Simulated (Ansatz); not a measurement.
# Run report: CH$_{5}$ClGeO, geometry relaxation (part 1 of 2)

- system: CH$_{5}$ClGeO
- method: RKS B3LYP/def2-SVP (Ansatz 0.2.0)

The input holds or restrains some coordinates. It belongs to a series of runs on one base structure; here: pulled along the bonds that form and break, towards end A. Figures and captions count atoms from 1; the log counts them from 0 in places.

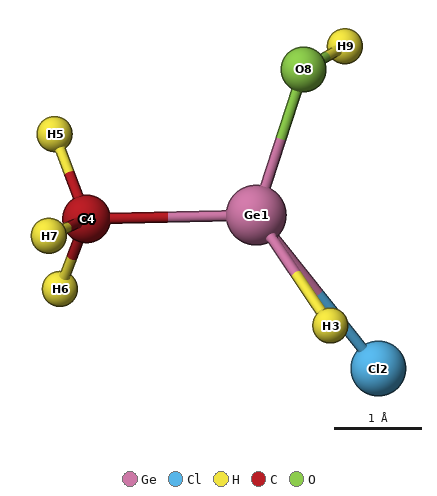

**Figure 1.** The input geometry (ball-and-stick view, seen on its broad side; atoms are numbered from 1 in the order of the input). Sticks mark near contacts. Bond lengths as drawn: Cl–Ge 2.42 Å, C–Ge 1.96 Å, C–H 1.11 Å, Ge–H 1.75 Å, Ge–O 1.77 Å and H–O 1.01 Å.

Input file:
```yaml
crystal:
  periodic: [false, false, false]
  atoms:
    - { symbol: Ge, position_ang: [0.0, 0.0, 0.0] }
    - { symbol: Cl, position_ang: [1.3501, 0.0, 2.0083] }
    - { symbol: H, position_ang: [1.741, 0.0, 0.178] }
    - { symbol: C, position_ang: [-0.9232, 1.5994, -0.6527] }
    - { symbol: H, position_ang: [-1.9758, 1.3458, -0.8971] }
    - { symbol: H, position_ang: [-0.9048, 2.384, 0.1322] }
    - { symbol: H, position_ang: [-0.4128, 1.976, -1.5636] }
    - { symbol: O, position_ang: [-0.8337, -1.4443, -0.5894] }
    - { symbol: H, position_ang: [-1.2883, -1.91, 0.183] }
basis:
  gaussian: { orbitals: def2-SVP }
hamiltonian:
  xc: b3lyp
relax:
  f_tol: 0.15
  max_steps: 25
  restrain:
    - { distance: [1, 2], at: 2.57, k: 30.0 }
    - { distance: [0, 1], at: 2.22, k: 30.0 }
    - { distance: [0, 2], at: 1.55, k: 30.0 }
output:
  orbitals: {}
```

Run as:
```bash
ansatz run input.yaml --threads 2 --pin off --max-ram 3072MiB --backend cpu --events-out ev --progress --plain --runs-dir out
```

Log:
```
The last accepted step is kept in [file] (removed where the run ends without a failure and the disk answers)
Engine: ansatz 0.2.0, aarch64-unknown-linux-gnu
Functional definition: B3LYP
  parameter a0 = 0.2
  parameter ax = 0.72
  parameter ac = 0.81
  exchange = (1 - a0 - ax)*slater_x + ax*b88_x + a0*exact_x
  correlation = (1 - ac)*vwn_rpa_c + ac*lyp_c
1080 factors; integrals over basis functions are off by at most 3.8e-4 eV
mean field evaluation 1: about -72184.7743 eV, gradient 6.7e1 eV
mean field evaluation 2: about -72165.0126 eV, gradient 1.2e2 eV
mean field evaluation 4: about -72193.7132 eV, gradient 6.9e0 eV
mean field evaluation 8: about -72193.8322 eV, gradient 2.2e-1 eV
mean field evaluation 16: about -72193.8324 eV, gradient 7.8e-5 eV
mean field -72193.83238592 eV, -2653.0744054454 hartree, gradient 7.8e-5 eV, S^2 0.000000; 0 other end points of the search recorded, 0 dependent functions left out
the calculation of the forces begins
reference -72193.83262891 eV, -2653.0744143752 hartree; 34, 34 occupied and 69, 69 virtual orbitals, 1080 factors
relax step   1: F+E_penalty+E_count = -72193.83238592 eV  Δ(F+E_penalty+E_count) = +0.000e0 eV  max|allowed force component| = 4.580e0 eV/Å  E_restraint = 8.51692467 eV  max|allowed force component, restraints' pulls added| = 2.384e1 eV/Å  Δτ_max = 0.0000 Å  (28 SCF iters, accepted)
  distance Cl 1 - H 2 = 1.8716 Å
  distance Ge 0 - Cl 1 = 2.4199 Å
  distance Ge 0 - H 2 = 1.7501 Å
these checks for a lower state are left out or cut short: starts, cluster_reference, orbital_swaps, neighbouring_geometries, increment
1080 factors; integrals over basis functions are off by at most 5.0e-4 eV
mean field -72195.03025263 eV, -2653.1184262351 hartree, gradient 1.4e-5 eV, S^2 0.000000; 0 other end points of the search recorded, 0 dependent functions left out
[... from here on the field's lines of each further geometry are left out, up to the last ...]
relax step   2: F+E_penalty+E_count = -72195.03025263 eV  Δ(F+E_penalty+E_count) = -1.198e0 eV  max|allowed force component| = 2.320e0 eV/Å  E_restraint = 2.61707327 eV  max|allowed force component, restraints' pulls added| = 1.271e1 eV/Å  Δτ_max = 0.1950 Å  (31 SCF iters, accepted)
relax step   3: F+E_penalty+E_count = -72195.75091296 eV  Δ(F+E_penalty+E_count) = -7.207e-1 eV  max|allowed force component| = 1.376e0 eV/Å  E_restraint = 0.24741000 eV  max|allowed force component, restraints' pulls added| = 3.712e0 eV/Å  Δτ_max = 0.1949 Å  (31 SCF iters, accepted)
relax step   4: F+E_penalty+E_count = -72196.24139118 eV  Δ(F+E_penalty+E_count) = -4.905e-1 eV  max|allowed force component| = 9.465e-1 eV/Å  E_restraint = 0.00686204 eV  max|allowed force component, restraints' pulls added| = 7.636e-1 eV/Å  Δτ_max = 0.1927 Å  (29 SCF iters, accepted)
relax step   5: F+E_penalty+E_count = -72196.39433803 eV  Δ(F+E_penalty+E_count) = -1.529e-1 eV  max|allowed force component| = 9.693e-1 eV/Å  E_restraint = 0.03888247 eV  max|allowed force component, restraints' pulls added| = 2.737e-1 eV/Å  Δτ_max = 0.1695 Å  (29 SCF iters, accepted)
relax step   6: F+E_penalty+E_count = -72196.41648630 eV  Δ(F+E_penalty+E_count) = -2.215e-2 eV  max|allowed force component| = 9.892e-1 eV/Å  E_restraint = 0.04492413 eV  max|allowed force component, restraints' pulls added| = 2.394e-1 eV/Å  Δτ_max = 0.0651 Å  (25 SCF iters, accepted)
relax step   7: F+E_penalty+E_count = -72196.40775279 eV  Δ(F+E_penalty+E_count) = +8.734e-3 eV  max|allowed force component| = 1.348e0 eV/Å  E_restraint = 0.04095389 eV  max|allowed force component, restraints' pulls added| = 1.348e0 eV/Å  Δτ_max = 0.1647 Å  (29 SCF iters, rejected (line search))
relax step   8: F+E_penalty+E_count = -72196.42799213 eV  Δ(F+E_penalty+E_count) = -1.151e-2 eV  max|allowed force component| = 9.899e-1 eV/Å  E_restraint = 0.04028899 eV  max|allowed force component, restraints' pulls added| = 1.677e-1 eV/Å  Δτ_max = 0.0823 Å  (28 SCF iters, accepted)
relax step   9: F+E_penalty+E_count = -72196.44428506 eV  Δ(F+E_penalty+E_count) = -1.629e-2 eV  max|allowed force component| = 9.852e-1 eV/Å  E_restraint = 0.03733842 eV  max|allowed force component, restraints' pulls added| = 2.771e-1 eV/Å  Δτ_max = 0.0999 Å  (30 SCF iters, accepted)
relax step  10: F+E_penalty+E_count = -72196.46626063 eV  Δ(F+E_penalty+E_count) = -2.198e-2 eV  max|allowed force component| = 9.858e-1 eV/Å  E_restraint = 0.03260374 eV  max|allowed force component, restraints' pulls added| = 2.458e-1 eV/Å  Δτ_max = 0.1499 Å  (28 SCF iters, accepted)
relax step  11: F+E_penalty+E_count = -72196.48756052 eV  Δ(F+E_penalty+E_count) = -2.130e-2 eV  max|allowed force component| = 9.797e-1 eV/Å  E_restraint = 0.03375254 eV  max|allowed force component, restraints' pulls added| = 9.390e-2 eV/Å  Δτ_max = 0.1873 Å  (29 SCF iters, accepted)
relax step  12: F+E_penalty+E_count = -72196.39653982 eV  Δ(F+E_penalty+E_count) = +9.102e-2 eV  max|allowed force component| = 2.460e0 eV/Å  E_restraint = 0.03411295 eV  max|allowed force component, restraints' pulls added| = 2.460e0 eV/Å  Δτ_max = 0.1973 Å  (29 SCF iters, rejected (line search))
relax step  13: F+E_penalty+E_count = -72196.47867924 eV  Δ(F+E_penalty+E_count) = +8.881e-3 eV  max|allowed force component| = 9.858e-1 eV/Å  E_restraint = 0.02814213 eV  max|allowed force component, restraints' pulls added| = 3.746e-1 eV/Å  Δτ_max = 0.0594 Å  (27 SCF iters, rejected (line search))
the calculation of the forces begins
reference -72196.48773944 eV, -2653.1719878874 hartree; 34, 34 occupied and 69, 69 virtual orbitals, 1080 factors
relax step  14: F+E_penalty+E_count = -72196.48750133 eV  Δ(F+E_penalty+E_count) = +5.919e-5 eV  max|allowed force component| = 9.794e-1 eV/Å  E_restraint = 0.03154162 eV  max|allowed force component, restraints' pulls added| = 2.138e-2 eV/Å  Δτ_max = 0.0296 Å  (26 SCF iters, accepted)
  distance Cl 1 - H 2 = 2.6083 Å
  distance Ge 0 - Cl 1 = 2.2005 Å
  distance Ge 0 - H 2 = 1.5341 Å
```

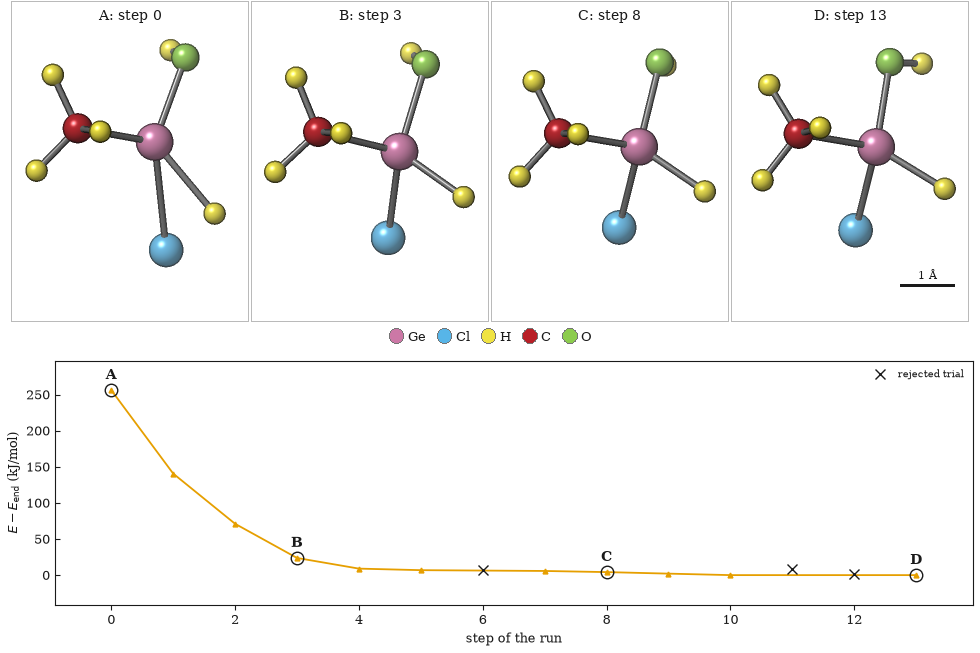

**Figure 2.** Frames of the restrained relaxation (ball-and-stick view, seen at a tilt) above the curves, on which the letters mark them (the first geometry is step 0 here and step 1 in the log).

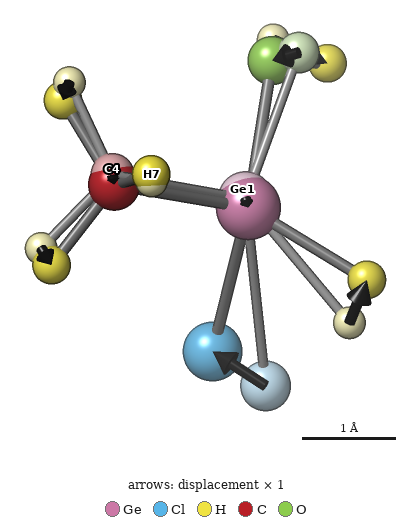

**Figure 3.** Start (faint) and end (solid) with the displacements as black arrows, at true length (ball-and-stick view, seen at a tilt). The two geometries are laid on each other by the best rigid fit. Over 13 geometry steps the energy falls by 256.2 kJ/mol. The largest force component goes from 4.6 to 0.98 eV/Å. The line search rejected the trial steps at points 6, 11, 12 (counted from 0) and went back. Cl2 moves most after the best rigid fit: 0.70 Å. Largest moves by element: Cl 0.70 Å, H 0.64 Å, O 0.34 Å, Ge 0.11 Å, C 0.10 Å. Distances before and after: Ge1–Cl2 2.420 → 2.200 Å, Ge1–H3 1.750 → 1.534 Å, O8–H9 1.010 → 0.967 Å, Ge1–C4 1.959 → 1.942 Å. Among the angles that change: Cl2–Ge1–H3 50.3° → 86.7°, Cl2–Ge1–O8 122.7° → 110.9°, Cl2–Ge1–C4 122.7° → 114.2°. (Atoms are counted from 1 in the order of the input.)

```
1080 factors; integrals over basis functions are off by at most 6.8e-4 eV
mean field -72196.48750133 eV, -2653.1719791371 hartree, gradient 5.3e-5 eV, S^2 0.000000; 1 other end points of the search recorded, 0 dependent functions left out
the calculation of the forces begins
reference -72196.48773944 eV, -2653.1719878874 hartree; 34, 34 occupied and 69, 69 virtual orbitals, 1080 factors
Total energy: -72196.48773944 eV, -2653.1719878874 hartree
Atom 0 at     0.095858     0.053064     0.006028 Å, force     0.607398    -0.057092     0.474453 eV/Å
Atom 1 at     0.651411     0.102264     2.134674 Å, force    -0.560380     0.123946     0.510875 eV/Å
Atom 2 at     1.581671    -0.195556    -0.283871 Å, force    -0.051723    -0.057653    -0.979369 eV/Å
Atom 3 at    -0.837145     1.640629    -0.609986 Å, force    -0.005682    -0.011762     0.021383 eV/Å
Atom 4 at    -1.907078     1.401576    -0.689822 Å, force    -0.003268     0.009725    -0.003140 eV/Å
Atom 5 at    -0.692904     2.457137     0.111109 Å, force     0.008531     0.002133    -0.007916 eV/Å
Atom 6 at    -0.457567     1.952307    -1.594004 Å, force     0.002530    -0.006593    -0.006817 eV/Å
Atom 7 at    -0.986830    -1.314057    -0.335661 Å, force    -0.017511     0.006534     0.002258 eV/Å
Atom 8 at    -0.694916    -2.146465     0.060233 Å, force     0.020105    -0.009238    -0.011727 eV/Å
Dipole moment:    -0.023053     0.066197    -0.379306 e Å
```

Trajectory as extended XYZ (Å, eV, eV/Å), 14 frames, from step=1 to step=14:
```
9
Properties=species:S:1:pos:R:3:forces:R:3 step=1 energy=-72193.83239
Ge    0.0000    0.0000    0.0000    4.5805   0.7104  -0.8408
Cl    1.3501    0.0000    2.0083   -1.4174  -0.0210   2.2454
H     1.7410    0.0000    0.1780   -2.0362  -0.1350  -2.7367
C    -0.9232    1.5994   -0.6527   -0.7973   0.4476   0.6313
H    -1.9758    1.3458   -0.8971    0.2926   0.1224   0.0676
H    -0.9048    2.3840    0.1322   -0.0320  -0.1141  -0.3265
H    -0.4128    1.9760   -1.5636    0.0261  -0.3025   0.3341
O    -0.8337   -1.4443   -0.5894   -1.2775  -1.2000   2.1473
H    -1.2883   -1.9100    0.1830    0.6612   0.4922  -1.5215
9
Properties=species:S:1:pos:R:3:forces:R:3 step=2 energy=-72195.03025
Ge    0.0985    0.0002    0.0338    2.3196   0.4379  -0.0967
Cl    1.2557   -0.0003    2.1323   -1.6576  -0.0364   0.5228
H     1.7262   -0.0020   -0.0164   -1.4260  -0.1831  -1.9227
C    -0.9217    1.5937   -0.6413    0.0908   0.0008   0.4174
H    -1.9719    1.3457   -0.8950    0.3487  -0.1280   0.1656
H    -0.9058    2.3846    0.1298   -0.0062  -0.0373  -0.1744
H    -0.4132    1.9707   -1.5566   -0.0413  -0.2393   0.3666
O    -0.8303   -1.4333   -0.5638   -0.0814  -0.1196   1.5178
H    -1.2850   -1.9085    0.1759    0.4533   0.3050  -0.7964
9
Properties=species:S:1:pos:R:3:forces:R:3 step=3 energy=-72195.75091
Ge    0.1648    0.0125    0.0978    0.8496   0.2054  -0.6003
Cl    1.1185   -0.0012    2.1909   -1.3756  -0.0219  -0.0304
H     1.7166   -0.0116   -0.2108   -0.9297  -0.1540  -1.1352
C    -0.9052    1.5861   -0.6253    0.3284  -0.1546   0.4738
H    -1.9527    1.3311   -0.8814    0.3552  -0.2489   0.2290
H    -0.9028    2.3873    0.1285   -0.0172   0.0936  -0.0623
H    -0.4123    1.9635   -1.5458    0.0528  -0.2282   0.3087
O    -0.8015   -1.4140   -0.5260    0.5595   0.4626   0.9913
H    -1.2730   -1.9029    0.1708    0.1770   0.0458  -0.1745
```
